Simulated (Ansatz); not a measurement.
**InSiH$_{4}$OF$_{3}$: geometry relaxation (part 2 of 2)**

InSiH$_{4}$OF$_{3}$, SMILES [F][In-]([F])([F])[OH+][SiH3]; RKS PBE0-D4/def2-TZVP (Ansatz 0.2.0). The geometry: PBE-D4/def2-SVP start.

Geometry of the input (Å):
```
F  -1.6395  -2.7670  -0.3563
In -0.1532  -1.6201  -0.9379
F  1.2554  -1.1663  0.4238
F  0.3207  -1.4571  -2.8388
O  -0.6609  0.4566  -0.2751
Si 0.4260  1.1566  0.9221
H  -1.3677  1.0413  -0.6039
H  0.3282  0.4382  2.2237
H  -0.2213  2.5121  1.0766
H  1.7956  1.3546  0.3688
```

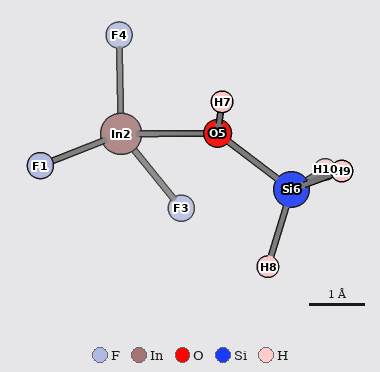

*The geometry at step 6 of the log (ball-and-stick view, seen at a tilt; atoms are numbered from 1 in the order of the input).*

```
mean field -23309.61755371 eV, -856.6126452726 hartree, gradient 1.9e-5 eV, S^2 0.000000; 1 other end points of the search recorded, 0 dependent functions left out
the calculation of the forces begins
reference -23309.61761208 eV, -856.6126474175 hartree; 37, 37 occupied and 198, 198 virtual orbitals, 1544 factors
Total energy: -23309.80007843 eV, -856.6193529325 hartree
Atom 0 at    -1.655707    -2.662393    -0.383600 Å, force     0.000021     0.000311    -0.000062 eV/Å
Atom 1 at    -0.112679    -1.623419    -0.908826 Å, force     0.000784    -0.000626     0.000444 eV/Å
Atom 2 at     1.338624    -1.367706     0.377689 Å, force    -0.000106     0.000062    -0.000052 eV/Å
Atom 3 at     0.256398    -1.415874    -2.795182 Å, force    -0.000205     0.000192     0.000114 eV/Å
Atom 4 at    -0.593003     0.439277    -0.245026 Å, force    -0.000503    -0.000122    -0.000575 eV/Å
Atom 5 at     0.384980     1.223984     0.922742 Å, force     0.000688    -0.001475    -0.000016 eV/Å
Atom 6 at    -1.322543     0.951486    -0.602339 Å, force    -0.000537     0.000761    -0.000095 eV/Å
Atom 7 at     0.314859     0.474784     2.188336 Å, force    -0.000077     0.000340     0.000157 eV/Å
Atom 8 at    -0.275323     2.547491     1.061943 Å, force    -0.000091     0.000139     0.000015 eV/Å
Atom 9 at     1.747695     1.381267     0.387163 Å, force     0.000026     0.000419     0.000070 eV/Å
Dipole moment:    -0.191948     0.901085     0.292859 e Å
```

## Trajectory as extended XYZ (Å, eV, eV/Å), 11 frames, from step=1 to step=11
```
10
Properties=species:S:1:pos:R:3:forces:R:3 step=1 energy=-23309.69766
F    -1.6395   -2.7670   -0.3563    0.6177   0.4521  -0.2576
In   -0.1532   -1.6201   -0.9379   -0.0260   0.1613   0.0724
F     1.2554   -1.1663    0.4238   -0.4988  -0.2054  -0.5062
F     0.3207   -1.4571   -2.8388   -0.1958  -0.0939   0.7728
O    -0.6609    0.4566   -0.2751    0.1247   0.3162   0.2018
Si    0.4260    1.1566    0.9221   -0.3914   0.0388  -0.2945
H    -1.3677    1.0413   -0.6039    0.5503  -0.4138   0.2751
H     0.3282    0.4382    2.2237    0.0134   0.1320  -0.3321
H    -0.2213    2.5121    1.0766    0.1394  -0.3044  -0.0377
H     1.7956    1.3546    0.3688   -0.3337  -0.0829   0.1060
10
Properties=species:S:1:pos:R:3:forces:R:3 step=2 energy=-23309.77844
F    -1.6143   -2.7305   -0.3672    0.0104   0.0117  -0.0187
In   -0.1581   -1.5923   -0.9270    0.0552   0.0077   0.0538
F     1.2381   -1.1750    0.4053    0.0180  -0.1053  -0.0415
F     0.3064   -1.4491   -2.7966   -0.0145  -0.0077   0.0154
O    -0.6387    0.4409   -0.2674    0.1185   0.3369   0.2411
Si    0.4197    1.1624    0.9191   -0.2655  -0.1203  -0.2652
H    -1.3424    1.0109   -0.5960    0.1204  -0.0844   0.0671
H     0.3245    0.4363    2.1999    0.0043   0.0496  -0.0703
H    -0.2278    2.5014    1.0667    0.0329  -0.0857  -0.0156
H     1.7759    1.3439    0.3662   -0.0797  -0.0025   0.0340
10
Properties=species:S:1:pos:R:3:forces:R:3 step=3 energy=-23309.78686
F    -1.6115   -2.7192   -0.3680   -0.0449  -0.0177   0.0088
In   -0.1512   -1.5853   -0.9178    0.0535  -0.0533   0.0165
F     1.2579   -1.2038    0.4053   -0.0075  -0.0359  -0.0252
F     0.3037   -1.4449   -2.7874    0.0015   0.0101  -0.0474
O    -0.6382    0.4499   -0.2648    0.1481   0.0760   0.1510
Si    0.4132    1.1597    0.9124   -0.1675   0.0397  -0.1121
H    -1.3402    1.0198   -0.5872   -0.0136  -0.0083  -0.0124
H     0.3176    0.4369    2.1894    0.0104  -0.0161   0.0059
H    -0.2326    2.4931    1.0593    0.0053   0.0188   0.0148
H     1.7646    1.3427    0.3617    0.0148  -0.0133   0.0002
10
Properties=species:S:1:pos:R:3:forces:R:3 step=4 energy=-23309.79242
F    -1.6220   -2.7150   -0.3765   -0.0353  -0.0011   0.0040
In   -0.1467   -1.5956   -0.9196    0.0741  -0.0434   0.0361
F     1.2715   -1.2399    0.3968   -0.0078  -0.0332  -0.0238
F     0.2938   -1.4454   -2.7930   -0.0069   0.0145  -0.0302
O    -0.6224    0.4484   -0.2562    0.0467  -0.0073   0.0341
Si    0.4057    1.1764    0.9144   -0.0469   0.0709  -0.0027
H    -1.3308    1.0064   -0.5822   -0.0652   0.0205  -0.0422
H     0.3172    0.4514    2.1893    0.0092  -0.0359   0.0302
H    -0.2417    2.5072    1.0601   -0.0112   0.0295   0.0070
H     1.7588    1.3550    0.3699    0.0433  -0.0146  -0.0125
10
Properties=species:S:1:pos:R:3:forces:R:3 step=5 energy=-23309.79817
F    -1.6449   -2.6882   -0.3855    0.0042   0.0139  -0.0046
In   -0.1264   -1.6168   -0.9154    0.0440  -0.0053   0.0369
F     1.3104   -1.3164    0.3863   -0.0281  -0.0229  -0.0339
F     0.2721   -1.4293   -2.7972   -0.0069   0.0037   0.0048
O    -0.6015    0.4417   -0.2477   -0.0479  -0.0153  -0.0433
Si    0.3914    1.2060    0.9174    0.0560   0.0654   0.0764
H    -1.3238    0.9770   -0.5840   -0.0396  -0.0172  -0.0407
H     0.3178    0.4706    2.1886   -0.0035  -0.0250   0.0243
H    -0.2633    2.5331    1.0581   -0.0080   0.0060  -0.0029
H     1.7513    1.3712    0.3824    0.0297  -0.0034  -0.0171
10
Properties=species:S:1:pos:R:3:forces:R:3 step=6 energy=-23309.79960
F    -1.6578   -2.6678   -0.3901    0.0108   0.0135  -0.0039
In   -0.1147   -1.6265   -0.9130    0.0157  -0.0001   0.0176
F     1.3375   -1.3749    0.3752   -0.0217   0.0027  -0.0157
F     0.2591   -1.4207   -2.7989   -0.0046   0.0026   0.0112
O    -0.5907    0.4373   -0.2433   -0.0289   0.0372  -0.0046
Si    0.3849    1.2263    0.9227    0.0244   0.0053   0.0223
H    -1.3221    0.9557   -0.5892    0.0034  -0.0389  -0.0164
H     0.3164    0.4841    2.1924   -0.0015  -0.0092   0.0002
H    -0.2772    2.5498    1.0576   -0.0016  -0.0076  -0.0046
H     1.7481    1.3856    0.3897    0.0039  -0.0054  -0.0060
10
Properties=species:S:1:pos:R:3:forces:R:3 step=7 energy=-23309.79877 accepted=F
F    -1.6566   -2.6665   -0.3841    0.0061   0.0015  -0.0037
In   -0.1113   -1.6312   -0.9094   -0.0002   0.0722   0.0537
F     1.3402   -1.3745    0.3766   -0.0090  -0.0104  -0.0117
F     0.2513   -1.4094   -2.7948    0.0004  -0.0019  -0.0085
O    -0.5940    0.4432   -0.2398    0.1168  -0.2050  -0.0008
Si    0.3839    1.2280    0.9243   -0.0194   0.0395   0.0028
H    -1.3190    0.9431   -0.6146   -0.1068   0.1254  -0.0309
H     0.3143    0.4785    2.1893    0.0024  -0.0087   0.0051
H    -0.2716    2.5540    1.0676    0.0018  -0.0090  -0.0038
H     1.7461    1.3835    0.3878    0.0081  -0.0035  -0.0023
10
Properties=species:S:1:pos:R:3:forces:R:3 step=8 energy=-23309.79998
F    -1.6575   -2.6596   -0.3851   -0.0008  -0.0056   0.0005
In   -0.1111   -1.6251   -0.9086   -0.0062   0.0070  -0.0032
F     1.3388   -1.3690    0.3787    0.0086  -0.0046   0.0042
F     0.2559   -1.4115   -2.7947    0.0021  -0.0035  -0.0013
O    -0.5921    0.4367   -0.2435   -0.0116   0.0062  -0.0071
Si    0.3848    1.2243    0.9224    0.0078  -0.0018   0.0057
H    -1.3222    0.9481   -0.6008   -0.0016  -0.0016  -0.0021
H     0.3158    0.4767    2.1890   -0.0008   0.0032   0.0010
H    -0.2767    2.5478    1.0588    0.0029  -0.0028   0.0014
H     1.7476    1.3805    0.3865   -0.0005   0.0034   0.0008
10
Properties=species:S:1:pos:R:3:forces:R:3 step=9 energy=-23309.80002
F    -1.6559   -2.6616   -0.3836   -0.0002  -0.0007   0.0003
In   -0.1123   -1.6234   -0.9085    0.0001  -0.0026  -0.0018
F     1.3394   -1.3687    0.3777   -0.0010   0.0012   0.0000
F     0.2561   -1.4150   -2.7949    0.0002  -0.0001   0.0000
O    -0.5932    0.4389   -0.2450    0.0051  -0.0021   0.0034
Si    0.3847    1.2237    0.9226    0.0024   0.0026   0.0023
H    -1.3225    0.9511   -0.6027   -0.0045   0.0031  -0.0021
H     0.3149    0.4754    2.1886   -0.0007  -0.0018  -0.0008
H    -0.2754    2.5472    1.0617   -0.0013   0.0013  -0.0004
H     1.7475    1.3813    0.3872   -0.0001  -0.0008  -0.0009
10
Properties=species:S:1:pos:R:3:forces:R:3 step=10 energy=-23309.80001 accepted=F
F    -1.6554   -2.6624   -0.3832   -0.0002  -0.0005   0.0000
In   -0.1124   -1.6237   -0.9089   -0.0027   0.0053   0.0006
F     1.3383   -1.3663    0.3779    0.0012  -0.0002   0.0008
F     0.2569   -1.4165   -2.7952    0.0002  -0.0003  -0.0005
O    -0.5933    0.4398   -0.2455   -0.0113   0.0052  -0.0069
Si    0.3852    1.2234    0.9226   -0.0034   0.0004  -0.0026
H    -1.3235    0.9524   -0.6020    0.0149  -0.0100   0.0074
H     0.3146    0.4742    2.1881    0.0004  -0.0003   0.0005
H    -0.2748    2.5471    1.0622    0.0002   0.0005   0.0005
H     1.7478    1.3809    0.3870    0.0007  -0.0002   0.0002
10
Properties=species:S:1:pos:R:3:forces:R:3 step=11 energy=-23309.80002
F    -1.6557   -2.6624   -0.3836    0.0000   0.0003  -0.0001
In   -0.1127   -1.6234   -0.9088    0.0008  -0.0006   0.0004
F     1.3386   -1.3677    0.3777   -0.0001   0.0001  -0.0001
F     0.2564   -1.4159   -2.7952   -0.0002   0.0002   0.0001
O    -0.5930    0.4393   -0.2450   -0.0005  -0.0001  -0.0006
Si    0.3850    1.2240    0.9227    0.0007  -0.0015   0.0000
H    -1.3225    0.9515   -0.6023   -0.0005   0.0008  -0.0001
H     0.3149    0.4748    2.1883   -0.0001   0.0003   0.0002
H    -0.2753    2.5475    1.0619   -0.0001   0.0001   0.0000
H     1.7477    1.3813    0.3872    0.0000   0.0004   0.0001
```
